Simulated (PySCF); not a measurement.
**Run report: SiP, single-point calculation**

System: SiP, multiplicity 2.
Method: UHF/cc-pvdz, eomea (PySCF 2.14.0).

Some settings of this run were made unusual or wrong on purpose.

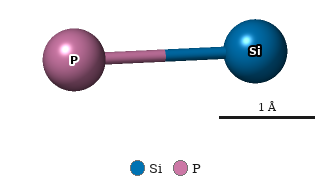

*The structure (ball-and-stick view, seen at a tilt).*

Bond lengths as drawn: P–Si 1.96 Å.

Input file:
```python
from pyscf import gto, scf, cc

mol = gto.M(
    atom='Si 0 0 0; P 0 0 1.962',
    basis='cc-pvdz',
    charge=0,
    spin=1,
    verbose=4,
)
mf = scf.UHF(mol)
mf = mf.density_fit(auxbasis='def2-universal-jkfit')
mf.init_guess = 'core'
mf.kernel()
mycc = cc.CCSD(mf, frozen=10)
mycc.kernel()
e = mycc.eaccsd(nroots=5)[0]
print('roots (eV) =', (e*27.211386).round(3))
mf.dip_moment()
print('orbital energies (hartree):', [e[max(0, n-3):n+3].round(4) for e, n in zip(mf.mo_energy, mol.nelec)])
```

Run on 1 CPU thread, shared host.

Launched with:
```bash
OMP_NUM_THREADS=1 python input.py
```

The program's output:
```
PySCF version 2.14.0

[INPUT] verbose = 4
[INPUT] num. atoms = 2
[INPUT] num. electrons = 29
[INPUT] charge = 0
[INPUT] spin (= nelec alpha-beta = 2S) = 1
[INPUT] symmetry False subgroup None
[INPUT] Mole.unit = angstrom
[INPUT] Symbol           X                Y                Z      unit          X                Y                Z       unit  Magmom
[INPUT]  1 Si     0.000000000000   0.000000000000   0.000000000000 AA    0.000000000000   0.000000000000   0.000000000000 Bohr   0.0
[INPUT]  2 P      0.000000000000   0.000000000000   1.962000000000 AA    0.000000000000   0.000000000000   3.707642656397 Bohr   0.0

nuclear repulsion = 56.6397626366973
number of shells = 10
number of NR pGTOs = 82
number of NR cGTOs = 36
basis = cc-pvdz
ecp = {}

******** <class 'pyscf.df.df_jk.DFUHF'> ********
method = DFUHF
initial guess = core
damping factor = 0
level_shift factor = 0
DIIS = <class 'pyscf.scf.diis.CDIIS'>
diis_start_cycle = 1
diis_space = 8
diis_damp = 0
SCF conv_tol = 1e-09
SCF conv_tol_grad = None
SCF max_cycles = 50
direct_scf = False
number electrons alpha = 15  beta = 14
Set gradient conv threshold to 3.16228e-05
******** <class 'pyscf.df.df.DF'> ********
auxbasis = def2-universal-jkfit
init E= -629.603714673012
  alpha nocc = 15  HOMO = -0.200502706841314  LUMO = 0.00196414454893055
  beta  nocc = 14  HOMO = -0.248904469330897  LUMO = -0.200502706841314

WARN: HOMO -0.200502706841314 >= LUMO -0.200502706841314

cycle= 1 E= -629.536136907207  delta_E= 0.0676  |g|= 0.195  |ddm|= 0.999
  alpha nocc = 15  HOMO = -0.322871483308272  LUMO = 0.038393160536623
  beta  nocc = 14  HOMO = -0.3097485228644  LUMO = -0.0764269000789402
  HOMO = -0.309748522864  LUMO = -0.0764269000789  gap/eV = 6.34900
cycle= 2 E= -629.550179584492  delta_E= -0.014  |g|= 0.184  |ddm|= 0.451
  alpha nocc = 15  HOMO = -0.336425713353909  LUMO = 0.0494668691192753
  beta  nocc = 14  HOMO = -0.326002552327423  LUMO = -0.0647865320296803
  HOMO = -0.326002552327  LUMO = -0.0647865320297  gap/eV = 7.10805
cycle= 3 E= -629.579298767388  delta_E= -0.0291  |g|= 0.0278  |ddm|= 0.202
  alpha nocc = 15  HOMO = -0.331074211260335  LUMO = 0.0558777713569643
  beta  nocc = 14  HOMO = -0.324797271454747  LUMO = -0.0461086561862905
  HOMO = -0.324797271455  LUMO = -0.0461086561863  gap/eV = 7.58350
cycle= 4 E= -629.580666514961  delta_E= -0.00137  |g|= 0.00705  |ddm|= 0.0641
  alpha nocc = 15  HOMO = -0.332434791272058  LUMO = 0.0530930832905483
  beta  nocc = 14  HOMO = -0.32723678771049  LUMO = -0.0463896768949787
  HOMO = -0.32723678771  LUMO = -0.046389676895  gap/eV = 7.64224
cycle= 5 E= -629.580757596913  delta_E= -9.11e-05  |g|= 0.00225  |ddm|= 0.0161
  alpha nocc = 15  HOMO = -0.331882209567924  LUMO = 0.0530360906302741
  beta  nocc = 14  HOMO = -0.326611605245586  LUMO = -0.0457330175310455
  HOMO = -0.326611605246  LUMO = -0.045733017531  gap/eV = 7.64310
cycle= 6 E= -629.580774650614  delta_E= -1.71e-05  |g|= 0.00171  |ddm|= 0.00525
  alpha nocc = 15  HOMO = -0.332160998733685  LUMO = 0.0529199415964747
  beta  nocc = 14  HOMO = -0.32659474390436  LUMO = -0.0456378809571327
  HOMO = -0.326594743904  LUMO = -0.0456378809571  gap/eV = 7.64523
cycle= 7 E= -629.580790423346  delta_E= -1.58e-05  |g|= 0.00176  |ddm|= 0.00456
  alpha nocc = 15  HOMO = -0.33188297814859  LUMO = 0.0529869280131854
  beta  nocc = 14  HOMO = -0.326901430905932  LUMO = -0.0457395847790822
  HOMO = -0.326901430906  LUMO = -0.0457395847791  gap/eV = 7.65080
cycle= 8 E= -629.580761763107  delta_E= 2.87e-05  |g|= 0.00156  |ddm|= 0.00838
  alpha nocc = 15  HOMO = -0.330212714390581  LUMO = 0.0536814415263887
  beta  nocc = 14  HOMO = -0.328556705584216  LUMO = -0.0457550554117796
  HOMO = -0.328556705584  LUMO = -0.0457550554118  gap/eV = 7.69542
cycle= 9 E= -629.580668786546  delta_E= 9.3e-05  |g|= 0.00049  |ddm|= 0.0491
  alpha nocc = 15  HOMO = -0.32982053175669  LUMO = 0.0536333949957354
  beta  nocc = 14  HOMO = -0.32878534466896  LUMO = -0.0458477265597881
  HOMO = -0.328785344669  LUMO = -0.0458477265598  gap/eV = 7.69912
cycle= 10 E= -629.580666302294  delta_E= 2.48e-06  |g|= 0.000179  |ddm|= 0.0082
  alpha nocc = 15  HOMO = -0.32980140637282  LUMO = 0.0536463003815158
  beta  nocc = 14  HOMO = -0.32885782458271  LUMO = -0.0458575577509506
  HOMO = -0.328857824583  LUMO = -0.045857557751  gap/eV = 7.70083
cycle= 11 E= -629.580666277115  delta_E= 2.52e-08  |g|= 0.000119  |ddm|= 0.00131
  alpha nocc = 15  HOMO = -0.329784337230944  LUMO = 0.0536663681978772
  beta  nocc = 14  HOMO = -0.32891524401899  LUMO = -0.0458539802379887
  HOMO = -0.328915244019  LUMO = -0.045853980238  gap/eV = 7.70249
cycle= 12 E= -629.580666339885  delta_E= -6.28e-08  |g|= 6.04e-05  |ddm|= 0.000901
  alpha nocc = 15  HOMO = -0.32977506929796  LUMO = 0.0536717858242213
  beta  nocc = 14  HOMO = -0.328926448502293  LUMO = -0.0458446430905626
  HOMO = -0.328926448502  LUMO = -0.0458446430906  gap/eV = 7.70305
cycle= 13 E= -629.580666367036  delta_E= -2.72e-08  |g|= 3.43e-05  |ddm|= 0.000364
  alpha nocc = 15  HOMO = -0.329775264471519  LUMO = 0.0536703389816468
  beta  nocc = 14  HOMO = -0.328933685104236  LUMO = -0.0458414445259012
  HOMO = -0.328933685104  LUMO = -0.0458414445259  gap/eV = 7.70333
cycle= 14 E= -629.580666377482  delta_E= -1.04e-08  |g|= 1.31e-05  |ddm|= 0.000285
  alpha nocc = 15  HOMO = -0.32977916269645  LUMO = 0.0536689213322529
  beta  nocc = 14  HOMO = -0.328939415342429  LUMO = -0.0458406809965513
  HOMO = -0.328939415342  LUMO = -0.0458406809966  gap/eV = 7.70351
cycle= 15 E= -629.580666378568  delta_E= -1.09e-09  |g|= 1.75e-06  |ddm|= 0.000128
  alpha nocc = 15  HOMO = -0.329778858213084  LUMO = 0.053669246385036
  beta  nocc = 14  HOMO = -0.328939576218264  LUMO = -0.0458402224728138
  HOMO = -0.328939576218  LUMO = -0.0458402224728  gap/eV = 7.70353
cycle= 16 E= -629.580666378573  delta_E= -4.32e-12  |g|= 3.56e-07  |ddm|= 1.19e-05
  alpha nocc = 15  HOMO = -0.329778878669573  LUMO = 0.0536690611094883
  beta  nocc = 14  HOMO = -0.328939654700492  LUMO = -0.0458403292758069
  HOMO = -0.3289396547  LUMO = -0.0458403292758  gap/eV = 7.70353
Extra cycle  E= -629.580666378572  delta_E= 6.82e-13  |g|= 1.82e-07  |ddm|= 9.17e-07
converged SCF energy = -629.580666378572  <S^2> = 0.78793632  2S+1 = 2.0375832

******** <class 'pyscf.cc.dfuccsd.UCCSD'> ********
CC2 = 0
CCSD nocc = (np.int64(5), np.int64(4)), nmo = (26, 26)
frozen orbitals 10
max_cycle = 50
direct = 0
conv_tol = 1e-07
conv_tol_normt = 1e-06
diis_space = 6
diis_start_cycle = 0
diis_start_energy_diff = 1e+09
Init t2, MP2 energy = -0.190293315945184
Init E_corr(UCCSD) = -0.190293315945237
cycle = 1  E_corr(UCCSD) = -0.197150224075302  dE = -0.00685690813  norm(t1,t2) = 0.105863
cycle = 2  E_corr(UCCSD) = -0.206893693563329  dE = -0.00974346949  norm(t1,t2) = 0.0379243
cycle = 3  E_corr(UCCSD) = -0.207989478125673  dE = -0.00109578456  norm(t1,t2) = 0.0224343
cycle = 4  E_corr(UCCSD) = -0.21049576965319  dE = -0.00250629153  norm(t1,t2) = 0.0116356
cycle = 5  E_corr(UCCSD) = -0.210585078168739  dE = -8.93085155e-05  norm(t1,t2) = 0.0041456
cycle = 6  E_corr(UCCSD) = -0.210449847653167  dE = 0.000135230516  norm(t1,t2) = 0.00216927
cycle = 7  E_corr(UCCSD) = -0.210518641577229  dE = -6.87939241e-05  norm(t1,t2) = 0.00116189
cycle = 8  E_corr(UCCSD) = -0.210507796035168  dE = 1.08455421e-05  norm(t1,t2) = 0.0004587
cycle = 9  E_corr(UCCSD) = -0.210505463344155  dE = 2.33269101e-06  norm(t1,t2) = 0.000234476
cycle = 10  E_corr(UCCSD) = -0.210504367308477  dE = 1.09603568e-06  norm(t1,t2) = 8.48352e-05
cycle = 11  E_corr(UCCSD) = -0.210506186755245  dE = -1.81944677e-06  norm(t1,t2) = 4.68219e-05
cycle = 12  E_corr(UCCSD) = -0.210505053456517  dE = 1.13329873e-06  norm(t1,t2) = 2.64704e-05
cycle = 13  E_corr(UCCSD) = -0.210504470398559  dE = 5.83057958e-07  norm(t1,t2) = 1.38298e-05
cycle = 14  E_corr(UCCSD) = -0.21050450522584  dE = -3.48272808e-08  norm(t1,t2) = 6.85597e-06
cycle = 15  E_corr(UCCSD) = -0.210504598668712  dE = -9.34428726e-08  norm(t1,t2) = 3.42092e-06
cycle = 16  E_corr(UCCSD) = -0.210504697892924  dE = -9.92242118e-08  norm(t1,t2) = 1.44445e-06
cycle = 17  E_corr(UCCSD) = -0.210504715259714  dE = -1.736679e-08  norm(t1,t2) = 7.93617e-07
```

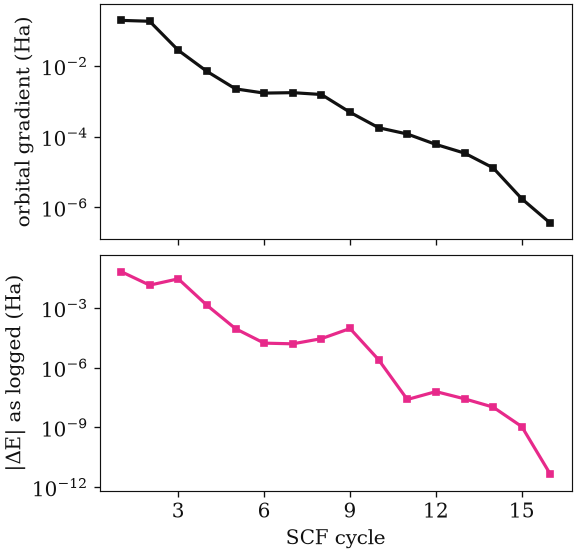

*Convergence of the self-consistent field: orbital gradient and size of the energy change against the SCF cycle.*

The residual falls almost steadily, with no more than small rises.

```
UCCSD converged
E(UCCSD) = -629.7911710938317  E_corr = -0.210504715259714

******** <class 'pyscf.cc.eom_uccsd.EOMEA'> ********
max_space = 20
max_cycle = 50
conv_tol = 1e-07
partition = None
EOM-CCSD root 0 E = -0.08895247098082072  qpwt = 0.940491  conv = False
EOM-CCSD root 1 E = 0.03877624822310579  qpwt = 0.936013  conv = False
EOM-CCSD root 2 E = 0.09613879387038696  qpwt = 0.00553074  conv = False
EOM-CCSD root 3 E = 0.1011946545358722  qpwt = 0.00618097  conv = True
EOM-CCSD root 4 E = 0.1212464371921907  qpwt = 0.000461761  conv = False
roots (eV) = [-2.421  1.055  2.616  2.754  3.299]
Dipole moment(X, Y, Z, Debye): -0.00000, -0.00000, -1.76400
orbital energies (hartree): [array([-0.4028, -0.3298, -0.3298,  0.0377,  0.0377,  0.1753]), array([-0.458 , -0.3289, -0.3289, -0.0458,  0.0537,  0.0537])]
```

What the run reported:

```tsv
quantity	value
outcome	converged
SCF energy	−629.580666 hartree
⟨S²⟩	0.788
dipole moment	1.76 D
wall time	22 s
```

What went wrong:

Some settings of this run were drawn to be unusual or wrong. It converged; results that depend on the unusual settings are not reference values.
